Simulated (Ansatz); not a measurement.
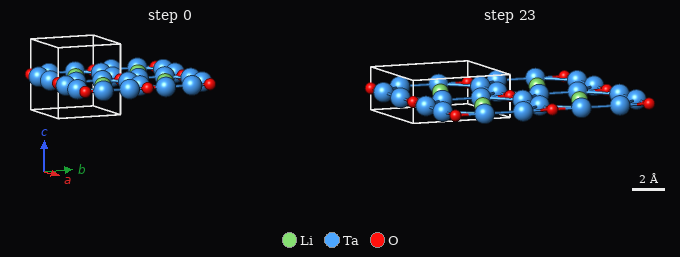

The structure of solid LiTa4O (a generated structure, set up in P4/mmm) (coarse preliminary run) before (left) and after (right) a relaxation, at one scale.

A ball-and-stick model of the cell of the calculation, repeated 2 × 2 × 1 with one cell outlined, seen slightly off an axis.

Computed with DFT PBE, scalar-relativistic, plane waves, PAW (Ansatz 0.2.0).

Input file:
```yaml
crystal:
  lattice:
    - [4.35076495, 0.0, 0.0]
    - [0.0, 4.35076495, 0.0]
    - [0.0, 0.0, 4.57343693]
  atoms:
    - { symbol: Li, position: [0.5, 0.5, 0.5] }
    - { symbol: Ta, position: [0.70969157, 0.0, 0.5] }
    - { symbol: Ta, position: [0.29030843, 0.0, 0.5] }
    - { symbol: Ta, position: [0.0, 0.70969157, 0.5] }
    - { symbol: Ta, position: [0.0, 0.29030843, 0.5] }
    - { symbol: O, position: [0.0, 0.0, 0.5] }
basis:
  ecutwfc: 420
kpoints:
  mp_grid: { grid: [4, 4, 4] }
hamiltonian:
  xc: pbe
scf:
  occupations: { method: gaussian, width: 0.1 }
  lower_state_search: "off"
output:
  forces: true
  stress: true
  eigenvalues: true
relax:
  adjacent_minimum: "off"
  f_tol: 0.04
  max_steps: 70
  cell: { stress_tol: 0.4 }
```

Run as
```bash
ansatz run input.yaml --threads 1 --pin off --max-ram 2560MiB --backend cpu --events-out ev --progress --plain --runs-dir out
```

> Describe what moved and what it gained.

After 20 accepted moves (23 points after the start) the energy has fallen by 24674 meV per atom. Largest force component: 120 eV/Å at the start, 0.0052 eV/Å at the end. Pressure: 610.46 GPa at the start and 0.26 GPa at the end. The line search rejected the trial step at point 13 of the run. The SCF was repeated twice at an unchanged geometry on a basis and grid sized afresh for the cell, which shifted the energy by 465 meV per atom at most. The largest moves relative to the cell, 0.068 Å, are those of Ta2, Ta3, Ta4 and Ta5. Ta2 goes along −a. Li and O stay in place. The drawn cell changes as follows: a = b 4.351 → 6.756 Å (+55.3 %), c 4.573 → 2.774 Å (−39.3 %); the volume changes by +46.2 %. Near-neighbour distances that change, for instance: Ta2–Ta4 3.336 → 5.144 Å, Ta2–Ta2 4.573 → 2.774 Å, Ta2–Ta3 2.526 → 4.059 Å, Li1–Ta2 2.359 → 3.637 Å. The space group stays P4/mmm (No. 123). The run took 110 s on 1 thread of Arm Neoverse V2 (shared host), peak memory 0.41 GiB.
